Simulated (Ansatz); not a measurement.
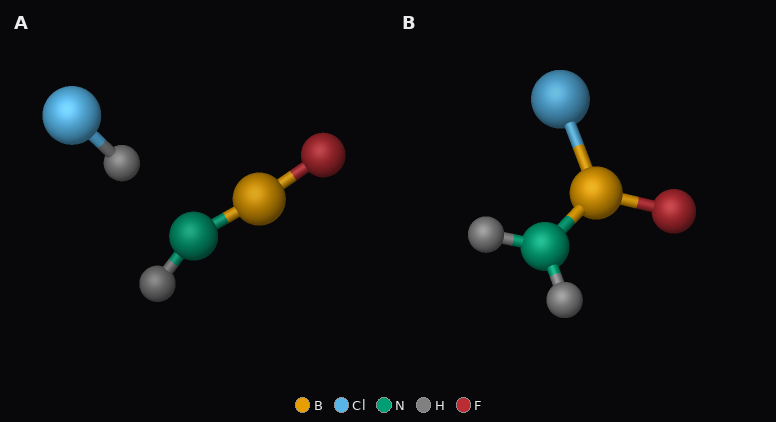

2 stationary structures of one formula. Geometries: PBE0-D4/def2-TZVP. Electronic energies: CCSD(T)/CBS (MP2 limit from def2-TZVPP and def2-QZVPP plus CCSD(T) − MP2) (Ansatz 0.2.0), without zero-point energy.

### Which structure is the most stable?

B is lowest (Cs, a minimum); A lies 2.738 eV above it (Cs, a minimum).

Give E(B) − E(A) in eV at these levels too: PBE-D4/STO-3G; PBE-D4/def2-TZVPP; PBE0-D4/def2-SVP; PBE0-D4/def2-TZVP; SPW92 (LDA)/def2-SVP; SPW92 (LDA)/def2-TZVPP; ωB97X-V/def2-TZVPP; r2SCAN-D4/def2-TZVPP.

| level | E(B) − E(A) (eV) |
| --- | --- |
| PBE-D4/STO-3G | −3.316 |
| PBE-D4/def2-TZVPP | −2.663 |
| PBE0-D4/def2-SVP | +0.268 |
| PBE0-D4/def2-TZVP | −2.843 |
| SPW92 (LDA)/def2-SVP | −3.017 |
| SPW92 (LDA)/def2-TZVPP | −2.852 |
| ωB97X-V/def2-TZVPP | −2.850 |
| r2SCAN-D4/def2-TZVPP | −2.811 |
